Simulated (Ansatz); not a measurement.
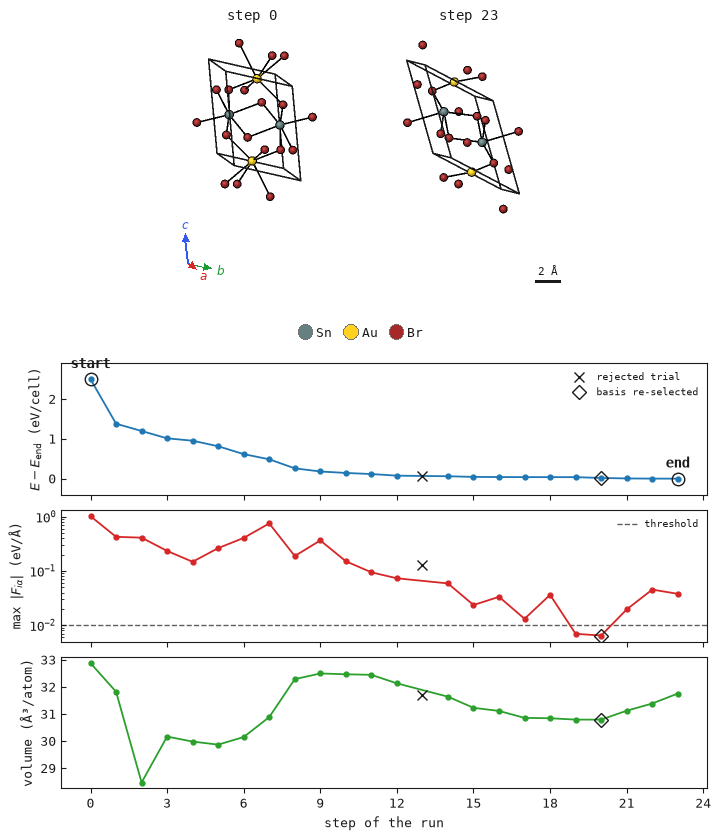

First and last geometry of a relaxation of solid SnAuBr₃ (built on the CoNiO3-2 type type), with the history of the run. A ball-and-stick model of the cell of the calculation, seen slightly off an axis.

Level of theory: DFT, PBEsol, plane waves, PAW (Ansatz).

Input file:
```yaml
crystal:
  lattice:
    - [7.395568, 0.0, 0.0]
    - [-3.6176444, 6.45120595, 0.0]
    - [-3.64525602, -2.10108148, 6.89108409]
  atoms:
    - { symbol: Sn, position: [0.683719, 0.835758, 0.523294] }
    - { symbol: Sn, position: [0.313561, 0.162176, 0.476612] }
    - { symbol: Au, position: [0.712577, 0.353937, 0.068116] }
    - { symbol: Au, position: [0.287914, 0.646354, 0.932458] }
    - { symbol: Br, position: [0.824509, 0.777027, 0.267949] }
    - { symbol: Br, position: [0.512176, 0.952962, 0.733628] }
    - { symbol: Br, position: [0.781406, 0.562898, 0.732036] }
    - { symbol: Br, position: [0.218782, 0.436929, 0.267159] }
    - { symbol: Br, position: [0.488584, 0.047513, 0.2656] }
    - { symbol: Br, position: [0.17677, 0.224445, 0.733149] }
kpoints:
  mp_grid: { grid: [4, 4, 4] }
hamiltonian:
  xc: pbesol
scf:
  occupations: { method: fermi_dirac, width: 0.03 }
relax:
  f_tol: 0.01
  cell: {}
  max_steps: 120
```

Command:
```bash
ansatz run input.yaml --threads 4 --pin off --max-ram 4608MiB --backend cpu --events-out ev --progress --plain --runs-dir out
```

**Read the history and describe the run.**

The run was cut off at its time limit before the relaxation converged, so the last structure is only a point on the way. The largest moves relative to the cell, 1.05 Å, are those of Br7 and Br8. Br8 goes roughly along [−2 −3 1]. By element the largest moves are Br 1.05 Å, Au 0.92 Å, Sn 0.65 Å. Cell: a 7.396 → 7.510 Å (+1.6 %), b 7.396 → 8.183 Å (+10.6 %), c 8.074 → 7.995 Å (−1.0 %), α 90.4° → 111.8°, β 116.8° → 108.0°, γ 119.3° → 119.1°. Volume −3.4 %. Near-neighbour distances that change, for instance: Au3–Br9 3.030 → 4.083 Å, Au4–Br6 3.040 → 4.083 Å, Au3–Br10 3.242 → 4.181 Å, Sn2–Br6 2.893 → 3.706 Å. Bonds break, among them: Au3–Br9 (3.03 → 4.08 Å), Au4–Br6 (3.04 → 4.08 Å). Among the angles between lasting bonds that change: Br5–Sn2–Br8 97.7° → 79.9°, Br7–Sn1–Br10 97.5° → 79.9°, Br5–Sn2–Br9 96.4° → 81.5°. Within 0.06 Å the space group is P-1 at the start and P-1 at the end; at a tighter tolerance small leftover displacements or strains of the cell lower it. After 21 accepted moves (23 points after the start) the energy has fallen by 2.499 eV per cell of the calculation. Largest force component: 1 eV/Å at the start, 0.038 eV/Å at the end. Pressure: −0.94 GPa at the start and 0.06 GPa at the end. The line search rejected the trial step at point 13 of the run. At 1 point the geometry stayed and the basis and grid were re-selected for the new cell (energy shift of 20.4 meV per cell of the calculation at most each time).
